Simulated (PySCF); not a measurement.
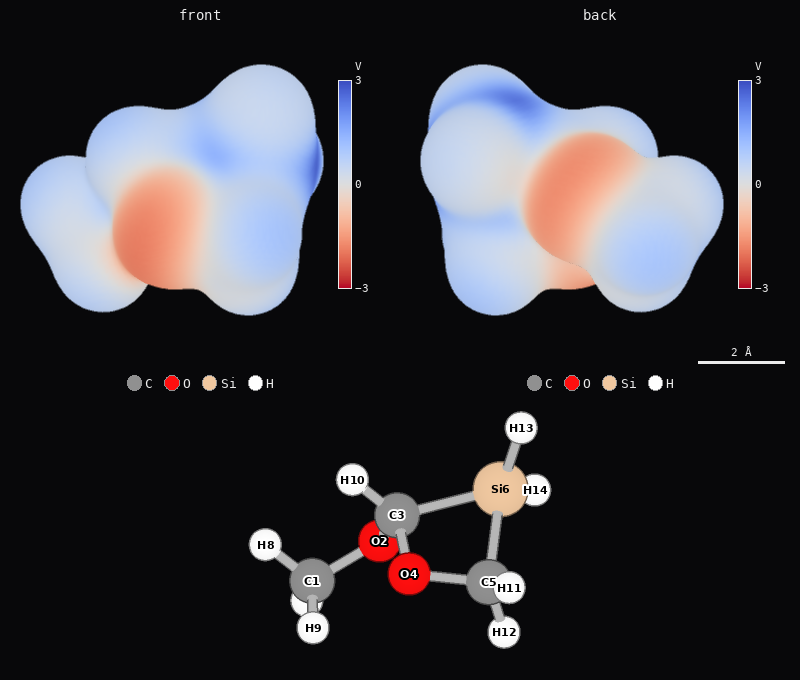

*C₃H₈O₂Si (SMILES CO[C@H]1OC[SiH2]1). The electrostatic potential painted on the density surface at 0.004 e/bohr³, seen from the front and from behind; red is negative and blue positive. The bare structure is drawn below in the same view.*

Geometry: GFN2-xTB.

Computed with PBE0/pcSseg-1, SCF density, gas phase, non-relativistic in PySCF.

The calculation's input:

```
{"job": {"kind": "nmr", "xc": "PBE0", "basis": "pcSseg-1"}, "charge": 0, "multiplicity": 1}
C      2.223699    -0.147901     0.176643
O      1.000128     0.453919     0.542458
C      0.070659     0.530669    -0.503299
O     -0.342405    -0.751003    -0.964410
C     -1.560190    -0.967873    -0.229459
Si    -1.641509     0.879595     0.300091
H      2.826555    -0.205134     1.080837
H      2.739087     0.456926    -0.579245
H      2.056272    -1.151127    -0.225303
H      0.494322     1.087544    -1.351882
H     -2.322044    -1.361723    -0.905375
H     -1.397189    -1.695863     0.571115
H     -2.555205     1.679884    -0.513403
H     -1.592857     1.191616     1.720604
```

Launched as:

```sh
OMP_NUM_THREADS=1 python probes_run.py task.json out
```

Q: Describe the electrostatic potential map.

A: The most negative region (about −1.8 V) lies over O4, the most positive (about +2.4 V) over Si6. O4 is the likeliest acceptor of a hydrogen bond.

Q: How polar is the molecule by this calculation?

A: Its dipole moment is 0.93 D.
